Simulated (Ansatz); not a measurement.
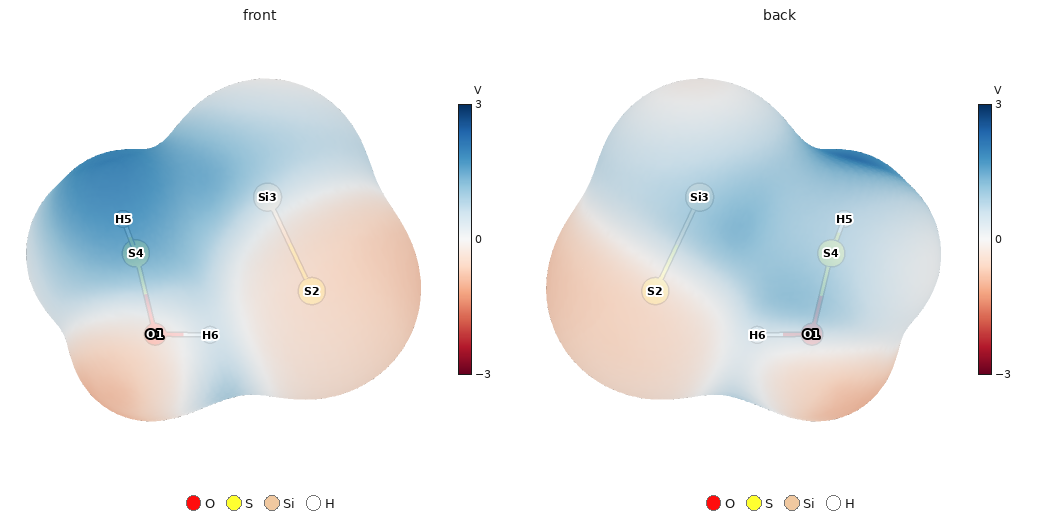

Figure 1: H2OS2Si. The electrostatic potential painted on the density surface at 0.002 e/bohr³, seen from the front and from behind; red is negative and blue positive.

Geometry: PBE0-D4/def2-TZVP.

Computed with RKS PBE0-D4/def2-TZVPP in Ansatz 0.2.0.

Input

```
crystal:
  periodic: [false, false, false]
  atoms:
    - {symbol: O, position_ang: [-0.497389, -1.074168, 0.665415]}
    - {symbol: S, position_ang: [-0.562986, 0.350951, -1.943976]}
    - {symbol: Si, position_ang: [0.424357, 1.684762, -0.854585]}
    - {symbol: S, position_ang: [0.274051, 0.181491, 1.286207]}
    - {symbol: H, position_ang: [1.569470, -0.174009, 1.093436]}
    - {symbol: H, position_ang: [-0.643941, -0.851187, -0.311919]}
basis:
  gaussian: {orbitals: def2-TZVPP}
hamiltonian: {xc: pbe0, dispersion: d4}
output: {orbitals: {seedname: orbitals}}
```

Launched as:

```sh
ansatz run in.yaml --threads 2 --pin off --events-out ev --progress --plain --max-ram 4352MiB
```

**Which sites attract a positive test charge, and which a negative one?**

A positive charge is drawn to the negative regions and a negative charge to the positive ones. The most negative region (about −0.9 V) lies over O1, the most positive (about +2.1 V) over S4.
